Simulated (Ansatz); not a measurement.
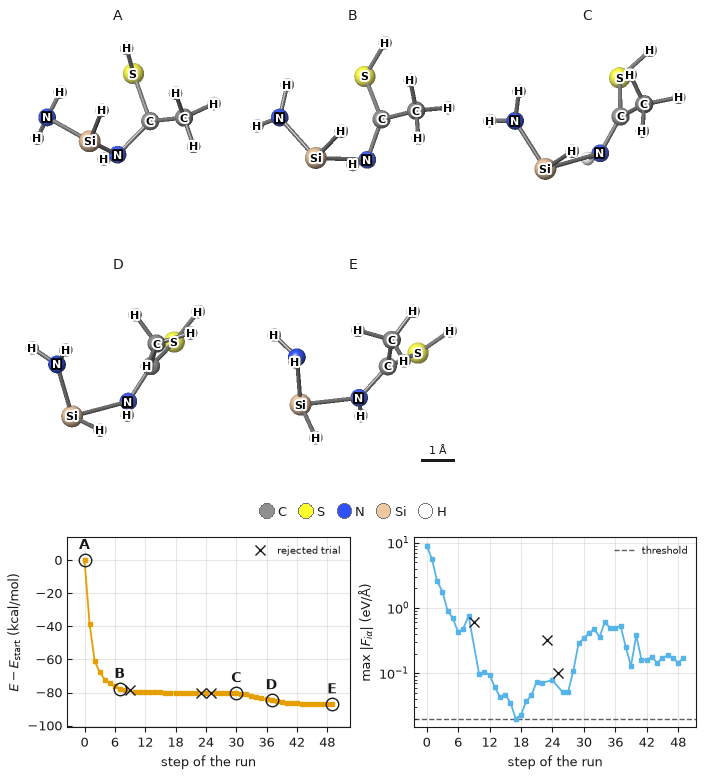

Frames of a relaxation of C₂H₈N₂SSi, marked on the history of the run. A ball-and-stick model, seen at a tilt.

The run prepares an end point of a later path (hydrogen shift) calculation, from a guessed geometry.

The calculation used Ansatz, RKS PBE-D4/6-31G*. Set-up: no spin polarisation; force threshold 0.02 eV/Å; at most 50 steps.

### What happens along the run?

The relaxation stopped without meeting its thresholds, so the last structure isn't shown to be converged. It used up its limit of 50 steps. The energy falls by 87.2 kcal/mol in 46 accepted moves (49 points after the start). The largest force component goes from 9 to 0.17 eV/Å. The line search rejected the trial steps at points 9, 23, 25 of the run. An H atom moves most after the best rigid fit: 3.21 Å. By element the largest moves are H 3.21 Å, S 2.00 Å, Si 1.25 Å, C 1.18 Å, N 1.13 Å. Near-neighbour distances that change, for instance: S–Si 3.304 → 4.511 Å, C–Si 2.388 → 3.017 Å, N–Si 1.546 → 1.974 Å, C–N 1.448 → 1.315 Å. Bond angles that change, for instance: N–Si–H 126.0° → 93.3°, C–N–Si 105.7° → 132.0°, Si–N–H 121.2° → 108.7°. Groups turn about C–S by about 85°. From step 0 to 7: an H atom moves most (0.92 Å), energy −77.9 kcal/mol. From step 7 to 30: an H atom moves most (1.17 Å), energy −2.53 kcal/mol. From step 30 to 37: an H atom moves most (1.08 Å), energy −4.26 kcal/mol. From step 37 to 49: an H atom moves most (1.02 Å), energy −2.48 kcal/mol.

| step | E − E(0), kcal/mol | largest force component, eV/Å | note |
| --- | --- | --- | --- |
| 0 | 0.00 | 8.9990 |  |
| 1 | -38.47 | 5.6615 |  |
| 2 | -60.83 | 2.5858 |  |
| 3 | -67.72 | 1.7828 |  |
| 4 | -72.14 | 0.9066 |  |
| 5 | -74.22 | 0.6988 |  |
| 6 | -76.23 | 0.4251 |  |
| 7 | -77.89 | 0.4815 |  |
| 8 | -78.74 | 0.7599 |  |
| 9 | -78.21 | 0.6064 | rejected |
| 10 | -79.64 | 0.0980 |  |
| 12 | -79.93 | 0.0948 |  |
| 14 | -79.98 | 0.0436 |  |
| 16 | -80.00 | 0.0355 |  |
| 18 | -80.01 | 0.0231 |  |
| 20 | -80.02 | 0.0458 |  |
| 22 | -80.04 | 0.0715 |  |
| 24 | -80.07 | 0.0780 |  |
| 26 | -80.11 | 0.0508 |  |
| 28 | -80.22 | 0.1098 |  |
| 31 | -80.68 | 0.4153 |  |
| 33 | -81.83 | 0.3587 |  |
| 35 | -83.53 | 0.4931 |  |
| 37 | -84.69 | 0.5363 |  |
| 39 | -85.97 | 0.1286 |  |
| 41 | -86.39 | 0.1600 |  |
| 43 | -86.77 | 0.1781 |  |
| 45 | -86.94 | 0.1725 |  |
| 47 | -87.06 | 0.1690 |  |
| 49 | -87.17 | 0.1694 |  |
